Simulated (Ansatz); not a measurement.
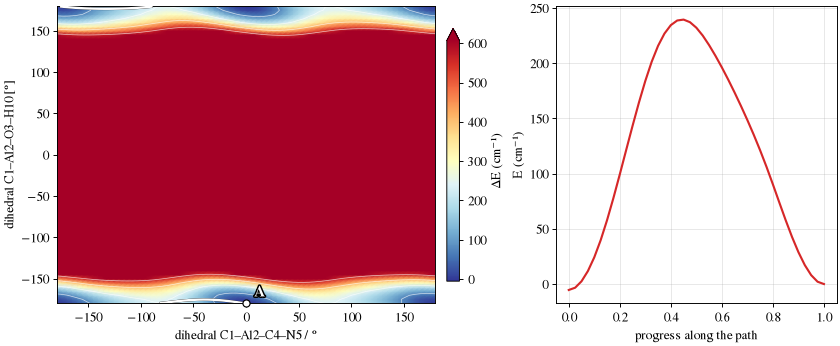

C2H5AlClNO, SMILES [CH3][Al]([OH])[C](=N)Cl. First axis: dihedral C1–Al2–C4–N5. Second axis: dihedral C1–Al2–O3–H10. Nothing is relaxed (all other coordinates rigid). The scan uses an 18 × 18 grid. Points are written as (first, second). Energies are in cm⁻¹, from the relaxed molecule at the same level. These are results of Ansatz 0.2.0, RKS PBE-D4/def2-SVP, not measurements.

The picture shows a smooth colour map with a few white contour lines, a line along the lowest path, one colour for all values above the top of the scale, the energy along the path at the right, the start A. Between grid points the surface is interpolated.

### Describe the path and its barrier.

The easiest path leads from the well at (0°, −180°) to the well at (−180°, −180°), about 5.4 cm⁻¹ higher (on a rigid scan; wells that are mirror images or exchange like atoms can differ by this much). Its highest point lies about 240 cm⁻¹ above the bottom of the first well on the interpolated surface, at (−80°, −180°). The start is the relaxed structure and all else is held, so a fully relaxed path at this level can only be lower.
